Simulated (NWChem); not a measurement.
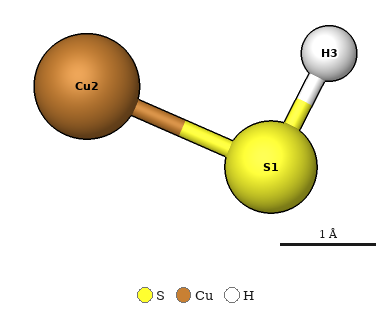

The input geometry (ball-and-stick view, seen on its broad side; atoms are numbered from 1 in the order of the input). Sticks mark near contacts. Bond lengths as drawn: Cu–S 2.12 Å and H–S 1.35 Å.

## CuHS: energy and gradient calculation

- system: CuHS
- method: HF/STO-3G, RHF (NWChem 7.3.0)

The run did not end well. The geometry comes from this level: PBE0-D4/def2-TZVP.

### Input
```
START cuhs
TITLE "CuHS"
memory 2200 mb
GEOMETRY units angstrom noautosym nocenter noautoz
  S     -0.511900     0.570500    -0.230300
  Cu     1.309500     0.076500     0.729600
  H     -0.808400    -0.711800    -0.512600
END
BASIS spherical bse
  * library STO-3G
END
SCF
  thresh 1e-08
  maxiter 80
  noprint "final vectors analysis"
END
TASK scf gradient
```

Run on 1 thread of Intel Xeon (Sapphire Rapids), 16 GiB of memory available, shared host.

Launch command:
```bash
nwchem cuhs.nw > cuhs.out
```

### The program's output
```
Northwest Computational Chemistry Package (NWChem) 7.3.0
             --------------------------------------------------------

           Job information
           ---------------

    nwchem branch   = 7.3.0
    use scalapack   = T
    input           = cuhs.nw
    prefix          = cuhs.
    data base       = ./cuhs.db
    status          = startup
    nproc           =        1

           Memory information
           ------------------

    heap     =     72089598 doubles =      550.0 Mbytes
    stack    =     72089595 doubles =      550.0 Mbytes
    global   =    144179200 doubles =     1100.0 Mbytes (distinct from heap & stack)
    total    =    288358393 doubles =     2200.0 Mbytes
    verify   = yes
    hardfail = no

           Directory information
           ---------------------

  0 permanent = .
  0 scratch   = .

                                NWChem Input Module
                                -------------------

                                       CuHS
                                       ----

 Scaling coordinates for geometry "geometry" by  1.889725989
 (inverse scale =  0.529177249)

                             Geometry "geometry" -> ""
                             -------------------------

 Output coordinates in angstroms (scale by  1.889725989 to convert to a.u.)

  No.       Tag          Charge          X              Y              Z
 ---- ---------------- ---------- -------------- -------------- --------------
    1 S                   16.0000    -0.51190000     0.57050000    -0.23030000
    2 Cu                  29.0000     1.30950000     0.07650000     0.72960000
    3 H                    1.0000    -0.80840000    -0.71180000    -0.51260000

      Atomic Mass
      -----------

      S                 31.972070
      Cu                62.929800
      H                  1.007825

 Effective nuclear repulsion energy (a.u.)     128.2088836527

            Nuclear Dipole moment (a.u.)
            ----------------------------
        X                 Y               Z
 ---------------- ---------------- ----------------
    54.7580230533    20.0966689708    32.0516424923

            XYZ format geometry
            -------------------
     3
 geometry
 S                    -0.51190000     0.57050000    -0.23030000
 Cu                    1.30950000     0.07650000     0.72960000
 H                    -0.80840000    -0.71180000    -0.51260000

 ==============================================================================
                                internuclear distances
 ------------------------------------------------------------------------------
       center one      |      center two      | atomic units |  angstroms
 ------------------------------------------------------------------------------
    2 Cu               |   1 S                |     4.00111  |     2.11730
    3 H                |   1 S                |     2.54370  |     1.34607
 ------------------------------------------------------------------------------
                         number of included internuclear distances:          2
 ==============================================================================

 ==============================================================================
                                 internuclear angles
 ------------------------------------------------------------------------------
        center 1       |       center 2       |       center 3       |  degrees
 ------------------------------------------------------------------------------
    2 Cu               |   1 S                |   3 H                |    93.57
 ------------------------------------------------------------------------------
                            number of included internuclear angles:          1
 ==============================================================================

 Summary of "ao basis" -> "" (spherical)
 ------------------------------------------------------------------------------
       Tag                 Description            Shells   Functions and Types
 ---------------- ------------------------------  ------  ---------------------
 *                           STO-3G                   on all atoms

                      Basis "ao basis" -> "ao basis" (spherical)
                      -----
  [basis functions not shown]

 Summary of "ao basis" -> "ao basis" (spherical)
 ------------------------------------------------------------------------------
       Tag                 Description            Shells   Functions and Types
 ---------------- ------------------------------  ------  ---------------------
 S                           STO-3G                  5        9   3s2p
 Cu                          STO-3G                  8       18   4s3p1d
 H                           STO-3G                  1        1   1s

                                 NWChem SCF Module
                                 -----------------

                                       CuHS

  ao basis        = "ao basis"
  functions       =    28
  atoms           =     3
  closed shells   =    23
  open shells     =     0
  charge          =   0.00
  wavefunction    = RHF
  input vectors   = atomic
  output vectors  = ./cuhs.movecs
  use symmetry    = F
  symmetry adapt  = F

 Summary of "ao basis" -> "ao basis" (spherical)
 ------------------------------------------------------------------------------
       Tag                 Description            Shells   Functions and Types
 ---------------- ------------------------------  ------  ---------------------
 S                           STO-3G                  5        9   3s2p
 Cu                          STO-3G                  8       18   4s3p1d
 H                           STO-3G                  1        1   1s

 Forming initial guess at       0.0s

      Superposition of Atomic Density Guess
      -------------------------------------

 Sum of atomic energies:       -2013.43774937

      Non-variational initial energy
      ------------------------------

 Total energy =   -2012.977452
 1-e energy   =   -3085.099805
 2-e energy   =     943.913470
 HOMO         =       0.429695
 LUMO         =       0.456429

 Starting SCF solution at       0.1s

 ----------------------------------------------
         Quadratically convergent ROHF

 Convergence threshold     :          1.000E-08
 Maximum no. of iterations :           80
 Final Fock-matrix accuracy:          1.000E-10
 ----------------------------------------------

              iter       energy          gnorm     gmax       time
             ----- ------------------- --------- --------- --------
                 1    -1998.6668649250  1.33D+01  8.70D+00      0.1
  Setting level-shift to  20.46 to force positive preconditioner
                 2    -2010.3915739391  5.32D+00  3.60D+00      0.3
  Setting level-shift to   7.69 to force positive preconditioner
                 3    -2012.6034416164  1.73D+00  9.12D-01      0.4
                 4    -2013.5600812314  1.46D+00  9.89D-01      0.6
                 5    -2013.9480488033  8.43D-01  4.27D-01      0.8
                 6    -2014.0622596832  3.73D-01  1.29D-01      0.9
                 7    -2014.0829868655  1.49D-01  5.03D-02      1.0
                 8    -2014.0850953526  5.82D-03  2.72D-03      1.3
  ga_iter_lsolve: convergence stagnant ... aborting solve

 Disabled NR: increased maxiter to  90

                 9    -2014.0851131734  5.51D-03  2.30D-03      1.6
                10    -2014.0851201405  5.36D-03  2.10D-03      1.8
                11    -2014.0851256748  4.68D-03  2.18D-03      1.9
                12    -2014.0851376645  1.01D-02  3.76D-03      2.0
                13    -2014.0852027144  1.88D-02  7.68D-03      2.2
                14    -2014.0855332026  5.93D-02  2.96D-02      2.5
                15    -2014.0859256069  5.85D-02  3.30D-02      2.6
                16    -2014.0880725000  1.19D-01  6.20D-02      2.9
                17    -2014.0903423855  5.05D-02  2.62D-02      3.0
                18    -2014.0913401523  3.22D-02  1.57D-02      3.2
                19    -2014.0914900295  2.03D-02  9.72D-03      3.3
                20    -2014.0915322429  8.70D-03  3.52D-03      3.4
                21    -2014.0915374603  2.74D-03  1.02D-03      3.5
                22    -2014.0915393170  3.35D-03  1.21D-03      3.7
                23    -2014.0915408259  3.11D-03  1.60D-03      3.8
                24    -2014.0915427072  5.82D-03  3.16D-03      3.9
                25    -2014.0915523954  1.69D-02  8.44D-03      4.1
                26    -2014.0915667304  9.93D-03  5.15D-03      4.2
                27    -2014.0915730506  4.84D-03  2.67D-03      4.3
                28    -2014.0915752521  3.49D-03  1.90D-03      4.4
                29    -2014.0915755471  1.13D-03  6.20D-04      4.6
                30    -2014.0915756069  4.76D-04  2.51D-04      4.7
                31    -2014.0915756156  1.84D-04  8.35D-05      4.8
                32    -2014.0915756181  8.36D-05  3.20D-05      4.9
                33    -2014.0915756191  7.83D-05  3.79D-05      5.1
                34    -2014.0915756194  4.91D-05  2.37D-05      5.2
                35    -2014.0915756197  7.27D-05  3.85D-05      5.4
                36    -2014.0915756218  1.64D-04  9.28D-05      5.7
                37    -2014.0915756247  1.14D-04  4.68D-05      5.8
                38    -2014.0915756266  1.27D-04  7.39D-05      5.9
                39    -2014.0915756275  1.04D-04  6.26D-05      6.1
                40    -2014.0915756277  3.61D-05  2.00D-05      6.2
                41    -2014.0915756277  1.06D-05  4.13D-06      6.3
                42    -2014.0915756277  9.39D-06  5.35D-06      6.5
                43    -2014.0915756278  5.17D-06  2.34D-06      6.6
                44    -2014.0915756277  1.93D-06  9.20D-07      6.7
                45    -2014.0915756277  7.06D-07  3.23D-07      6.8
                46    -2014.0915756277  2.27D-07  1.04D-07      7.0
                47    -2014.0915756277  9.60D-07  4.44D-07      7.2
                48    -2014.0915756278  1.91D-06  8.05D-07      7.6
                49    -2014.0915756277  3.01D-06  2.19D-06      7.9
                50    -2014.0915768818  1.57D-02  6.83D-03      9.1
                51    -2014.0915768818  1.57D-02  6.84D-03      9.8
                52    -2014.0915914077  1.39D-02  5.22D-03     10.0
                53    -2014.0916282525  1.52D-02  6.08D-03     10.1
                54    -2014.0916625741  8.74D-03  3.67D-03     10.2
                55    -2014.0916868290  1.02D-02  3.97D-03     10.3
                56    -2014.0917072808  1.80D-02  8.19D-03     10.5
                57    -2014.0917483016  1.47D-02  5.36D-03     10.6
                58    -2014.0918154652  2.46D-02  1.09D-02     10.7
                59    -2014.0918599870  1.65D-02  7.53D-03     10.8
                60    -2014.0918927718  1.29D-02  5.20D-03     11.0
                61    -2014.0919149091  9.33D-03  3.48D-03     11.1
                62    -2014.0919440469  2.60D-02  1.32D-02     11.2
                63    -2014.0919964591  2.32D-02  1.17D-02     11.3
                64    -2014.0920470049  1.19D-02  4.66D-03     11.4
                65    -2014.0920728944  1.35D-02  6.83D-03     11.6
                66    -2014.0920832790  8.33D-03  4.08D-03     11.7
                67    -2014.0920899771  5.45D-03  2.23D-03     11.8
                68    -2014.0921013055  1.16D-02  5.77D-03     12.0
                69    -2014.0921175870  1.56D-02  8.00D-03     12.1
                70    -2014.0921338523  6.59D-03  2.35D-03     12.2
                71    -2014.0921405624  5.37D-03  2.35D-03     12.3
                72    -2014.0921437046  4.77D-03  2.25D-03     12.5
                73    -2014.0921469103  7.41D-03  3.41D-03     12.6
                74    -2014.0921537912  4.70D-03  1.84D-03     12.7
                75    -2014.0921630955  1.04D-02  5.02D-03     12.9
                76    -2014.0921724969  1.01D-02  4.66D-03     13.0
                77    -2014.0921770677  3.34D-03  1.42D-03     13.1
                78    -2014.0921793289  4.45D-03  1.92D-03     13.2
                79    -2014.0921829680  8.87D-03  4.04D-03     13.4
                80    -2014.0921922890  7.98D-03  3.45D-03     13.5
                81    -2014.0922042814  6.15D-03  2.10D-03     13.6
                82    -2014.0922119829  6.09D-03  2.59D-03     13.7
                83    -2014.0922153571  5.32D-03  2.57D-03     13.8
                84    -2014.0922173860  4.96D-03  2.38D-03     14.0
                85    -2014.0922205989  4.50D-03  1.45D-03     14.1
                86    -2014.0922258091  9.96D-03  5.03D-03     14.2
                87    -2014.0922317547  6.42D-03  3.45D-03     14.3
                88    -2014.0922337471  2.18D-03  7.33D-04     14.5
                89    -2014.0922346051  2.56D-03  1.11D-03     14.6
                90    -2014.0922359983  5.37D-03  3.03D-03     14.7

      Calculation failed to converge
      ------------------------------

       Final RHF  results
       ------------------

         Total SCF energy =  -2014.092235998326
      One-electron energy =  -3060.618488563997
      Two-electron energy =    918.317368912959
 Nuclear repulsion energy =    128.208883652712

        Time for solution =     14.6s

             Final eigenvalues
             -----------------

              1
    1 -325.8163
    2  -90.7599
    3  -40.4106
    4  -35.9365
    5  -35.8955
    6  -35.8725
    7   -8.6675
    8   -6.2990
    9   -6.2973
   10   -6.2946
   11   -5.1877
   12   -3.5394
   13   -3.5094
   14   -3.4957
   15   -0.9184
   16   -0.5130
   17   -0.4799
   18   -0.4483
   19   -0.4017
   20   -0.3606
   21   -0.3524
   22   -0.3120
   23   -0.2237
   24    0.1297
   25    0.1379
   26    0.3804
   27    0.4669
   28    0.5972

 center of mass
 --------------
 x =   1.28514671 y =   0.44010650 z =   0.74938687

 moments of inertia (a.u.)
 ------------------
          94.487563462100          63.006713171632        -137.289588407297
          63.006713171632         331.990038116002          32.776771519286
        -137.289588407297          32.776771519286         280.946199867673

  Mulliken analysis of the total density
  --------------------------------------

    Atom       Charge   Shell Charges
 -----------   ------   -------------------------------------------------------
    1 S   16    16.03   2.00  2.00  5.96  1.87  4.20
    2 Cu  29    28.97   2.00  2.00  6.00  2.00  5.95  1.84  1.26  7.93
    3 H    1     1.00   1.00

       Multipole analysis of the density wrt the origin
       ------------------------------------------------

     L   x y z        total         open         nuclear
     -   - - -        -----         ----         -------
     0   0 0 0     -0.000000      0.000000     46.000000

     1   1 0 0     -0.790918      0.000000     54.758023
     1   0 1 0     -0.103544      0.000000     20.096669
     1   0 0 1     -0.385451      0.000000     32.051642

     2   2 0 0    -26.894713      0.000000    194.891169
     2   1 1 0      1.783126      0.000000     -4.256988
     2   1 0 1     -2.973659      0.000000    107.158926
     2   0 2 0    -20.417769      0.000000     21.011780
     2   0 1 1      1.059803      0.000000     -0.423857
     2   0 0 2    -22.415455      0.000000     59.095889

 ------------------------------------------------------------------------
 scf_gradient: scf energy failed                   0
 ------------------------------------------------------------------------
 ------------------------------------------------------------------------
  current input line :
    17: TASK scf gradient
 ------------------------------------------------------------------------
 ------------------------------------------------------------------------
 This type of error is most commonly associated with calculations not reaching convergence criteria
 ------------------------------------------------------------------------

0:scf_gradient: scf energy failed:Received an Error in Communication
  Errorcode: -1
```

### What the run reported

- outcome: not converged
- basis functions: 28
- wall time: 15 s
- peak memory: 0.099 GiB

### Diagnosis

The run did not converge. Its last values are not results. Notes on the run: scf_gradient: scf energy failed.
